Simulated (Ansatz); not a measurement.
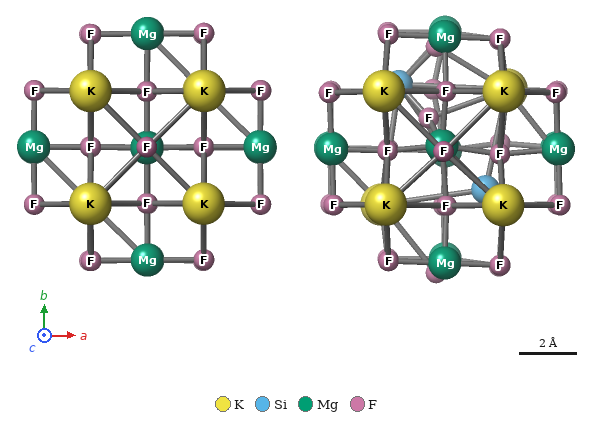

Two geometries of a defect cell of composition K$_{6}$Si$_{2}$Mg$_{8}$F$_{24}$, drawn at one scale. One is the start of a relaxation, the other its converged end. Style: ball-and-stick. Shown: the atoms within 5.0 Å of the atom that moves most (axes of the cell of the calculation (origin shifted)), along the c axis.

Computed with DFT, PBEsol, PAW, plane waves (Ansatz 0.2.0). Set-up: plane-wave cutoff 420 eV; k-point mesh 1 × 1 × 1; mesh shifted by (0.25, 0.25, 0.25); no spin polarisation; atoms relaxed in a fixed cell; force threshold 0.03 eV/Å; at most 80 steps.

### Which geometry has the lower energy?

The right one is the relaxed one. Over 26 geometry steps the energy falls by 1.715 eV per cell of the calculation. Largest force component: 0.77 eV/Å at the start, 0.029 eV/Å at the end. An F atom moves most: 1.17 Å roughly along [−1 2 0]. By element the largest moves are F 1.17 Å, Si 0.77 Å, K 0.26 Å, Mg 0.19 Å. The lattice vectors keep their values. Some distances before and after: F–Si 2.803 → 1.700 Å, F–Si 2.824 → 1.926 Å, F–Si 2.783 → 1.941 Å, F–Si 2.814 → 2.104 Å. New bonds form: F–Si (2.80 → 1.70 Å), Mg–Si (3.46 → 2.80 Å). Bond angles that change, for instance: Mg–F–Mg 179.6° → 118.1°, F–Mg–F 179.3° → 147.3°, F–Mg–F 87.6° → 119.2°.

Limits of the set-up: the periodic images lie only 8.0 Å apart, so the values are limited by the cell's size.
